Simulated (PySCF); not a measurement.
## Electronic structure of C₃H₁₀O₃SSi (SMILES CC(C)S[Si](O)(O)O) in real space

```xyz
18

C    -1.2335    0.8912   -1.0229
C    -1.1091   -0.2182    0.0064
C    -2.3994   -0.4169    0.7834
S     0.2313    0.1766    1.2129
Si    1.9741   -0.1460    0.0240
O     3.2693   -0.1842    1.0048
O     2.2753    1.0083   -1.0784
O     1.6901   -1.5131   -0.7969
H    -1.4709    1.8322   -0.5307
H    -2.0299    0.6541   -1.7267
H    -0.3050    1.0121   -1.5755
H    -0.8090   -1.1517   -0.4721
H    -2.2798   -1.2020    1.5254
H    -3.2036   -0.6940    0.1044
H    -2.6716    0.5026    1.2966
H     3.2377   -0.6788    1.8185
H     2.6175    1.8485   -0.7854
H     2.2075   -1.7143   -1.5729
```

Geometry: GFN2-xTB.

Theory: PBE0/pcSseg-1, SCF density, gas phase, non-relativistic (PySCF).

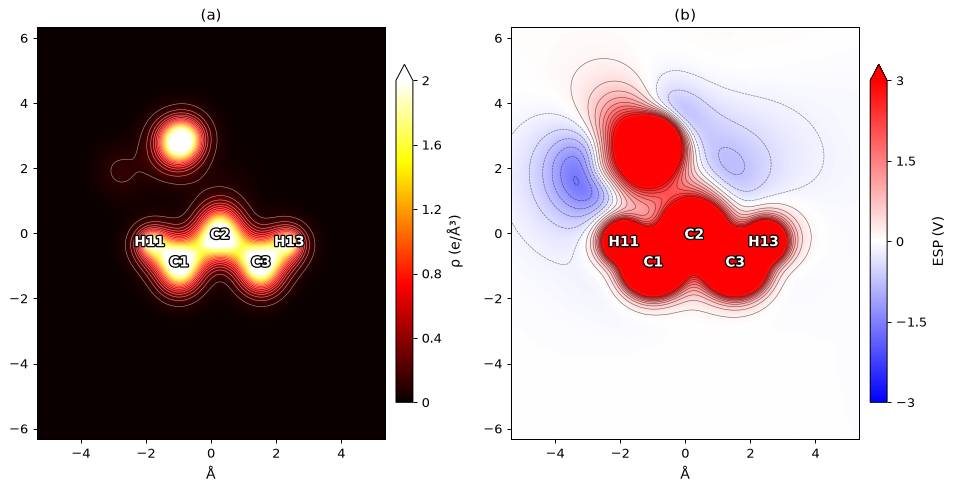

Figure 1. (a) electron density; (b) molecular electrostatic potential on the plane of atoms C2, C1 and H11.

Q: Read the bonding off the picture.

A:
- The section cuts through C and H sites.
- C–C (1.52 Å): the density is about 1.7 e/Å³ at the midpoint.
- C–H (1.09 Å): the density is about 2 e/Å³ at the midpoint.
- Outside the dense part of the molecule the potential is most negative (−1.6 V) near O7, which lies off the plane.

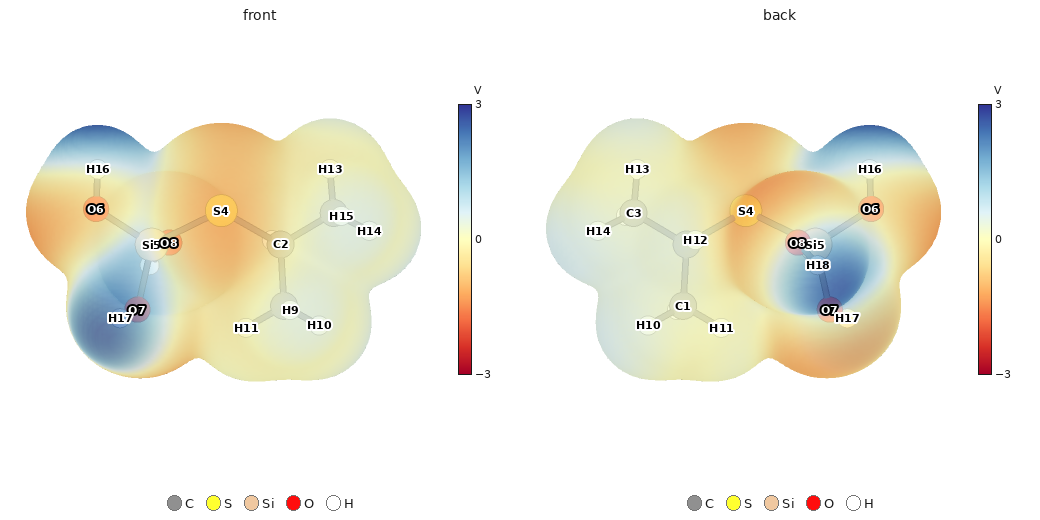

Figure 2. The electrostatic potential painted on the density surface at 0.002 e/bohr³, seen from the front and from behind; the colour scale runs from red (negative) to blue (positive).

Q: Describe the electrostatic potential map.

A: The most negative region (about −1.3 V, or −30 kcal/mol for a unit charge) lies over O6 and O8, the most positive (about +2.5 V, or +58 kcal/mol for a unit charge) over H16, H17 and H18.

Q: How polar is the molecule by this calculation?

A: Its dipole moment is 0.91 D.
